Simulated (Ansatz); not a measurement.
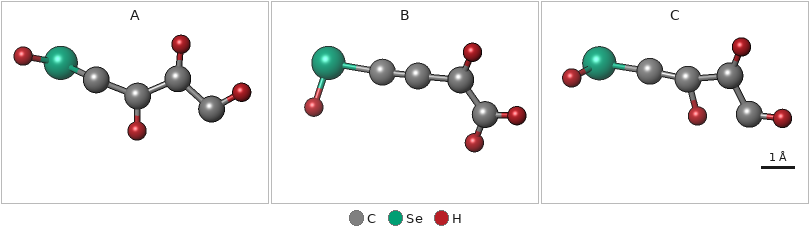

3 geometries from a converged minimum-energy path of C₄H₄Se, shuffled. Style: ball-and-stick. Shown at a tilt.

The calculation used RHF/def2-SVP (Ansatz 0.2.0). Run with 9 movable images; climbing image; force threshold 0.05 eV/Å; iteration limit 60; starting path through a guess of the saddle point.

Question: Which frame is the transition state?

Answer: C. In order along the path, whose images run from 0 to 10: B (image 1, +0.1 kJ/mol), C (image 6, +483.7 kJ/mol), A (image 9, +404.8 kJ/mol). A hydrogen atom shifts from one atom to another. Breaking: C–H (1.08 → 2.50 Å). Forming: C–H (2.73 → 1.09 Å).

Cost: 6.7 min on 2 threads of Arm Neoverse V1, with other jobs on the host, peak memory 0.3 GiB.
